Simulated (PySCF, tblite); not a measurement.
# C₆H₈ClF: dynamics, then NMR shifts on frames, part 2 of 2

tblite 0.8.0 and PySCF 2.14.0. Atoms count from 0. Earlier steps stand in the parts before.

## 5. NMR shieldings: 625 fs, PBE0/pcSseg-1

Job settings and geometry (Å):

```
{"job": {"kind": "nmr", "xc": "PBE0", "basis": "pcSseg-1", "pop": false}, "charge": 0, "multiplicity": 1}
C     -1.900800    -1.442100     0.023500
C     -1.322800    -0.020300     0.219600
C      0.094400     0.061300     0.804300
Cl    -0.036500     0.356700     2.559800
C      1.090100    -1.174100     0.447100
F      1.466400    -1.035800    -0.843200
C     -1.673700     1.108900    -0.685900
C     -2.106800     1.190000     0.521300
H     -1.814800    -1.870100     1.019500
H     -3.004300    -1.450200    -0.158900
H     -1.386600    -2.018600    -0.694800
H      0.602300     0.923500     0.280300
H      2.034700    -1.117500     1.071900
H      0.570500    -2.071700     0.645900
H     -1.486800     1.488400    -1.675000
H     -2.434500     1.647100     1.348600
```

Method: GIAO PBE0/pcSseg-1 NMR shielding, non-relativistic, gas phase.

The program printed:

```text
coarse grid: 14192 points
cycle   1  E = -792.6735346009  dE =  1.095e+00  |g| = 5.338e-01  |ddm| = 3.571e+00
cycle   2  E = -792.6481131604  dE =  2.542e-02  |g| = 6.867e-01  |ddm| = 9.551e-01
cycle   3  E = -792.7309872326  dE = -8.287e-02  |g| = 7.665e-02  |ddm| = 5.491e-01
cycle   4  E = -792.7320148388  dE = -1.028e-03  |g| = 2.882e-02  |ddm| = 8.750e-02
cycle   5  E = -792.7321874212  dE = -1.726e-04  |g| = 9.523e-03  |ddm| = 3.494e-02
cycle   6  E = -792.7322070001  dE = -1.958e-05  |g| = 3.586e-03  |ddm| = 1.184e-02
cycle   7  E = -792.7322097011  dE = -2.701e-06  |g| = 1.036e-03  |ddm| = 3.502e-03
final grid: 133576 points
cycle   8  E = -792.7879969946  dE = -5.351e-05  |g| = 8.446e-03  |ddm| = 3.868e-02
cycle   9  E = -792.7879886505  dE =  8.344e-06  |g| = 1.044e-02  |ddm| = 1.859e-02
cycle  10  E = -792.7880134006  dE = -2.475e-05  |g| = 1.659e-03  |ddm| = 1.060e-02
cycle  11  E = -792.7880139356  dE = -5.351e-07  |g| = 3.916e-04  |ddm| = 1.725e-03
cycle  12  E = -792.7880139668  dE = -3.118e-08  |g| = 1.592e-04  |ddm| = 4.355e-04
cycle  13  E = -792.7880139724  dE = -5.552e-09  |g| = 4.165e-05  |ddm| = 1.644e-04
cycle  14  E = -792.7880139728  dE = -3.888e-10  |g| = 1.072e-05  |ddm| = 4.213e-05
converged SCF energy = -792.7880139728

GIAO shielding tensors (ppm)
atom      isotropic    diamagn.    paramagn.     s11        s22        s33       span
  0 C      167.321     243.191     -75.870    140.754    173.601    187.608     46.853
  1 C      162.299     241.613     -79.314    116.883    124.596    245.418    128.535
  2 C       98.324     246.301    -147.978     78.337    102.369    114.265     35.928
  3 Cl     862.340    1147.618    -285.279    647.212    857.211   1082.596    435.384
  4 C       95.253     239.941    -144.688     59.180     80.798    145.781     86.601
  5 F      410.636     474.142     -63.507    369.450    390.475    471.982    102.532
  6 C       59.608     253.544    -193.936    -66.954     70.982    174.797    241.751
  7 C       68.237     257.718    -189.480    -53.970     75.875    182.807    236.777
  8 H       29.830      28.659       1.170     25.449     29.370     34.671      9.223
  9 H       30.616      27.633       2.983     26.399     27.658     37.792     11.393
 10 H       30.617      29.586       1.031     25.969     29.606     36.275     10.306
 11 H       28.072      30.034      -1.961     24.666     27.969     31.582      6.916
 12 H       26.206      27.128      -0.922     21.014     27.971     29.631      8.617
 13 H       27.413      29.844      -2.431     24.713     28.346     29.180      4.467
 14 H       24.165      31.862      -7.697     22.503     24.135     25.857      3.354
 15 H       25.379      36.680     -11.301     21.187     25.734     29.217      8.030
```

Wall time 24 s (1 thread of Arm Neoverse V1, shared host); peak memory 0.94 GiB.

This run: δ C6 127.3, C7 118.7, C4 91.7, C2 88.6, H14 7.55, H15 6.34 ppm.

## 6. NMR shieldings: 800 fs, PBE0/pcSseg-1

Job settings and geometry (Å):

```
{"job": {"kind": "nmr", "xc": "PBE0", "basis": "pcSseg-1", "pop": false}, "charge": 0, "multiplicity": 1}
C     -1.666400    -1.250800     0.461200
C     -0.983200     0.106000     0.582500
C      0.500400     0.157100     1.116300
Cl     0.183700     0.422300     2.819400
C      1.246900    -1.073200     0.845800
F      1.129900    -1.300500    -0.565100
C     -1.344500     1.167500    -0.446300
C     -1.824000     1.391100     0.743900
H     -1.528600    -1.873000     1.325800
H     -2.747500    -1.292100     0.301800
H     -1.149800    -1.678700    -0.345200
H      1.024200     1.031000     0.586100
H      2.248300    -0.915100     1.112300
H      0.923000    -2.043500     1.198200
H     -1.451900     1.573500    -1.454500
H     -2.461800     1.797700     1.447100
```

With the program's defaults for keys left out, this is: GIAO PBE0/pcSseg-1 NMR shielding, non-relativistic, gas phase.

The program printed:

```text
coarse grid: 14192 points
cycle   1  E = -792.6586838947  dE =  1.099e+00  |g| = 5.589e-01  |ddm| = 3.608e+00
cycle   2  E = -792.6180488936  dE =  4.064e-02  |g| = 7.724e-01  |ddm| = 1.086e+00
cycle   3  E = -792.7217082157  dE = -1.037e-01  |g| = 8.823e-02  |ddm| = 6.468e-01
cycle   4  E = -792.7231385299  dE = -1.430e-03  |g| = 2.996e-02  |ddm| = 9.614e-02
cycle   5  E = -792.7233238780  dE = -1.853e-04  |g| = 7.161e-03  |ddm| = 3.318e-02
cycle   6  E = -792.7233342381  dE = -1.036e-05  |g| = 2.953e-03  |ddm| = 9.774e-03
cycle   7  E = -792.7233360783  dE = -1.840e-06  |g| = 9.271e-04  |ddm| = 3.272e-03
final grid: 133576 points
cycle   8  E = -792.7798318175  dE = -6.943e-05  |g| = 8.397e-03  |ddm| = 4.687e-02
cycle   9  E = -792.7798253271  dE =  6.490e-06  |g| = 1.007e-02  |ddm| = 1.836e-02
cycle  10  E = -792.7798481369  dE = -2.281e-05  |g| = 1.876e-03  |ddm| = 9.889e-03
cycle  11  E = -792.7798487698  dE = -6.329e-07  |g| = 4.274e-04  |ddm| = 1.836e-03
cycle  12  E = -792.7798488052  dE = -3.541e-08  |g| = 1.814e-04  |ddm| = 4.896e-04
cycle  13  E = -792.7798488125  dE = -7.262e-09  |g| = 5.012e-05  |ddm| = 1.863e-04
cycle  14  E = -792.7798488130  dE = -5.723e-10  |g| = 9.198e-06  |ddm| = 5.161e-05
converged SCF energy = -792.7798488130

GIAO shielding tensors (ppm)
atom      isotropic    diamagn.    paramagn.     s11        s22        s33       span
  0 C      171.078     245.535     -74.457    143.614    173.850    195.770     52.156
  1 C      149.277     242.518     -93.241     98.061    118.559    231.212    133.151
  2 C      114.177     243.126    -128.949    101.147    112.655    128.729     27.582
  3 Cl     831.718    1146.104    -314.385    612.650    805.804   1076.700    464.050
  4 C       99.654     240.164    -140.510     56.107     78.554    164.301    108.194
  5 F      396.227     476.013     -79.786    353.258    378.115    457.309    104.051
  6 C       49.640     249.208    -199.568    -91.708     75.576    165.052    256.760
  7 C       48.664     259.428    -210.764    -97.901     62.946    180.946    278.847
  8 H       30.567      29.659       0.909     26.103     29.830     35.769      9.666
  9 H       31.245      29.096       2.149     26.926     28.049     38.760     11.835
 10 H       30.305      30.445      -0.140     24.498     30.571     35.846     11.348
 11 H       27.342      27.782      -0.440     23.936     25.922     32.168      8.232
 12 H       27.548      28.018      -0.470     23.033     28.209     31.402      8.369
 13 H       26.563      28.636      -2.072     23.256     26.569     29.864      6.608
 14 H       23.400      30.030      -6.629     20.655     24.091     25.456      4.801
 15 H       24.051      35.642     -11.591     19.602     25.902     26.649      7.046
```

Wall time 24 s (1 thread of Arm Neoverse V1, shared host); peak memory 0.93 GiB.

This run: δ C7 138.3, C6 137.3, C4 87.3, C2 72.7, H14 8.32, H15 7.67 ppm.

## 7. NMR shieldings: 1000 fs, PBE0/pcSseg-1

Job settings and geometry (Å):

```
{"job": {"kind": "nmr", "xc": "PBE0", "basis": "pcSseg-1", "pop": false}, "charge": 0, "multiplicity": 1}
C     -2.176900     0.108000     0.277600
C     -0.870200     0.928200     0.528800
C      0.327400     0.154600     0.988800
Cl     0.462900     0.177300     2.786600
C      0.588400    -1.332900     0.651500
F      0.977200    -1.310500    -0.703200
C     -0.632200     2.147800    -0.367000
C     -0.993500     2.351600     0.906000
H     -2.260200    -0.773000     0.981200
H     -3.074200     0.667400     0.562800
H     -2.266900    -0.177900    -0.760800
H      1.216800     0.675900     0.692300
H      1.565300    -1.707600     1.074300
H     -0.144100    -2.149700     0.741100
H     -0.372900     2.578000    -1.309100
H     -1.215200     2.978600     1.737700
```

With the program's defaults for keys left out, this is: GIAO PBE0/pcSseg-1 NMR shielding, non-relativistic, gas phase.

The program printed:

```text
coarse grid: 14192 points
cycle   1  E = -792.6724114674  dE =  9.452e-01  |g| = 5.619e-01  |ddm| = 3.543e+00
cycle   2  E = -792.6299275154  dE =  4.248e-02  |g| = 7.890e-01  |ddm| = 1.061e+00
cycle   3  E = -792.7347454186  dE = -1.048e-01  |g| = 7.383e-02  |ddm| = 6.246e-01
cycle   4  E = -792.7357586120  dE = -1.013e-03  |g| = 2.994e-02  |ddm| = 9.498e-02
cycle   5  E = -792.7359437939  dE = -1.852e-04  |g| = 8.555e-03  |ddm| = 3.407e-02
cycle   6  E = -792.7359585225  dE = -1.473e-05  |g| = 3.794e-03  |ddm| = 1.100e-02
cycle   7  E = -792.7359615321  dE = -3.010e-06  |g| = 1.351e-03  |ddm| = 3.807e-03
final grid: 133576 points
cycle   8  E = -792.7916491436  dE = -4.248e-05  |g| = 9.087e-03  |ddm| = 3.713e-02
cycle   9  E = -792.7916342235  dE =  1.492e-05  |g| = 1.229e-02  |ddm| = 2.066e-02
cycle  10  E = -792.7916677009  dE = -3.348e-05  |g| = 2.084e-03  |ddm| = 1.214e-02
cycle  11  E = -792.7916686129  dE = -9.120e-07  |g| = 5.610e-04  |ddm| = 2.017e-03
cycle  12  E = -792.7916686821  dE = -6.920e-08  |g| = 1.883e-04  |ddm| = 5.996e-04
cycle  13  E = -792.7916686897  dE = -7.550e-09  |g| = 3.727e-05  |ddm| = 1.734e-04
cycle  14  E = -792.7916686900  dE = -3.060e-10  |g| = 9.663e-06  |ddm| = 4.523e-05
converged SCF energy = -792.7916686900

GIAO shielding tensors (ppm)
atom      isotropic    diamagn.    paramagn.     s11        s22        s33       span
  0 C      160.083     242.372     -82.288    135.682    152.684    191.884     56.202
  1 C      158.273     235.786     -77.513    115.129    128.712    230.979    115.849
  2 C      114.227     240.736    -126.509     91.435    117.883    133.362     41.927
  3 Cl     847.659    1146.285    -298.626    610.850    848.895   1083.231    472.382
  4 C       92.440     239.161    -146.721     60.498     70.441    146.379     85.881
  5 F      388.934     476.690     -87.756    334.797    370.298    461.707    126.910
  6 C       51.210     250.825    -199.616   -104.136     78.889    178.876    283.012
  7 C       54.225     259.748    -205.523    -95.177     80.393    177.460    272.638
  8 H       28.956      27.648       1.309     24.608     28.244     34.017      9.409
  9 H       30.895      28.243       2.652     26.765     28.666     37.255     10.491
 10 H       30.083      28.821       1.263     25.858     28.059     36.332     10.474
 11 H       28.301      29.962      -1.661     23.547     28.839     32.517      8.970
 12 H       25.430      27.120      -1.689     19.878     28.011     28.403      8.525
 13 H       25.898      27.901      -2.003     23.266     26.788     27.640      4.373
 14 H       23.498      30.877      -7.379     19.329     24.775     26.390      7.061
 15 H       23.987      33.414      -9.427     20.712     24.940     26.308      5.597
```

Run time: 24 s. Hardware: 1 thread of Arm Neoverse V1, shared host; peak memory 0.88 GiB.

In short: δ C6 135.7, C7 132.7, C4 94.5, C2 72.7, H14 8.22, H15 7.73 ppm.

## 8. Comparing the runs: NMR shifts

Shifts (ppm) of some atoms, chosen among heavy atoms and hydrogens apart, with basis size and wall time:

```tsv
frame	C7	C6	C2	H15	H12	Cl3	F5	functions	time
250 fs	136.7	133.2	82.3	8.43	5.78	140	-226.3	183	25 s
425 fs	142.7	149.9	75.7	8.24	4.59	129	-243.4	183	24 s
625 fs	118.7	127.3	88.6	6.34	5.51	87	-239.7	183	24 s
800 fs	138.3	137.3	72.7	7.67	4.17	118	-225.3	183	24 s
1000 fs	132.7	135.7	72.7	7.73	6.29	102	-218.0	183	24 s
```

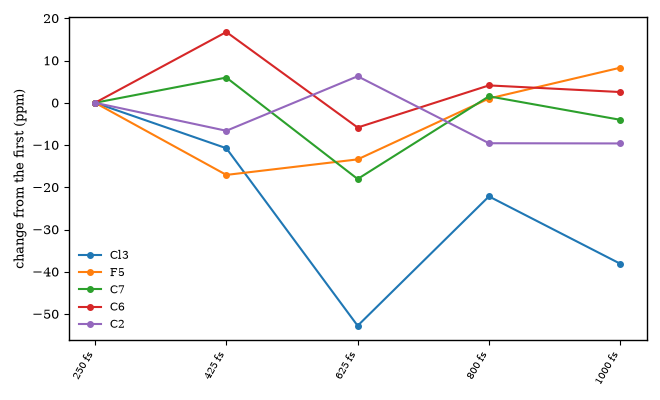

How five of the tabulated atoms move from run to run.

## 9. What came out

This closing draws on all 2 parts.

```
                                        quantity                                               value
                                      thermostat                                               300 K
                   mean temperature, second half                                               329 K
         mean potential energy above the minimum                                             0.61 eV
  13C shifts against TMS (PBE0/pcSseg-1, 250 fs)            136.7, 133.2, 90.0, 82.3, 29.5, 23.2 ppm
   1H shifts against TMS (PBE0/pcSseg-1, 250 fs)  8.43, 7.33, 5.78, 4.80, 3.58, 2.92, 2.38, 0.32 ppm
 35Cl shifts against HCl (PBE0/pcSseg-1, 250 fs)                                             140 ppm
19F shifts against CFCl3 (PBE0/pcSseg-1, 250 fs)                                          -226.3 ppm
                       range of the shift of Cl3                                       87 to 140 ppm
```

**Reading.** In the second half the potential energy averages 0.61 eV above the minimum; equipartition over 42 harmonic modes at 300 K would give 0.54 eV. With 16 atoms the temperature swings widely (145 to 468 K). Shifts at one fixed geometry are not the observed spectrum, which averages over the motion. In the first frame run (250 fs): The widest tensor belongs to Cl3: span 415 ppm, with a paramagnetic part of -337 ppm. In ppm, Cl3 moves most: its shift spreads over 53 ppm, from 87 (625 fs) to 140 (250 fs).
